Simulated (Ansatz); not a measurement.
## NaI (rock salt), frozen-phonon scan

Starting cell, NaI (rock salt):

```xyz
4
Lattice="0.0000 6.5290 6.5290 3.2645 3.2645 6.5290 3.2645 3.2645 0.0000" Properties=species:S:1:pos:R:3 pbc="T T T"
I      0.0000     0.0000     0.0000
I      3.2645     6.5290     9.7936
Na     3.2645     9.7936     9.7936
Na     3.2645     6.5290     6.5290
```

A phonon eigenvector at X = (0.5, 0.5, 0.0) is frozen into this cell: atom i moves by Q times the vector below, so Q is the largest atomic displacement, in Å. The cell is held. It is one choice among 2 degenerate patterns. (q is in reciprocal vectors of the primitive cell; the cell shown is doubled to hold the pattern.)

| atom | x | y | z |
|---|---|---|---|
| I1 | 0.000 | -0.185 | 0.000 |
| I2 | 0.000 | 0.185 | 0.000 |
| Na3 | 0.000 | -1.000 | 0.000 |
| Na4 | 0.000 | 1.000 | 0.000 |

Computed with PBE (plane waves to 420 eV, PAW, scalar-relativistic; Ansatz, a first-principles code). k mesh 9×9×9 (Γ-centred), Fermi-Dirac smearing 0.05 eV. E stands for the smeared free energy. Stress and pressure are positive under compression. NaI was relaxed with its symmetry unable to fall. Spin-orbit coupling is left out, though I is heavy. The zero of ΔE is the undisplaced structure.

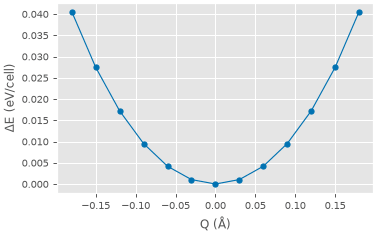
Figure: ΔE (eV/cell) against Q (Å); one marker a computed point.

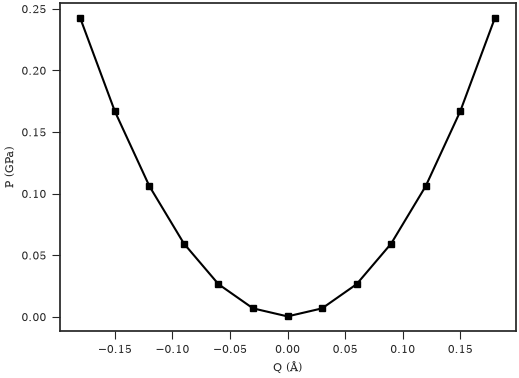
Figure: P (GPa) against Q (Å); markers are the computed points, lines only join them.

Shape of the curve: a single well with its minimum at or next to zero displacement. Space group of the distorted cell: Cmcm (No. 63), lowered from Fm-3m. Symmetry of the curve: even: the same for both signs. Harmonic wavenumber from the curvature (finite differences): 107 cm⁻¹. Wavenumber by perturbation theory (DFPT, on another k mesh): 107 cm⁻¹.

E″ = 2.30 eV/Å², M = Σ mᵢ|uᵢ|² = 54.7 u, ν̃ = 521.5·√(|E″|/M).

(For displaced atoms, the force is minus the slope of the energy, and its curvature is a force constant, which sets phonon frequencies.)
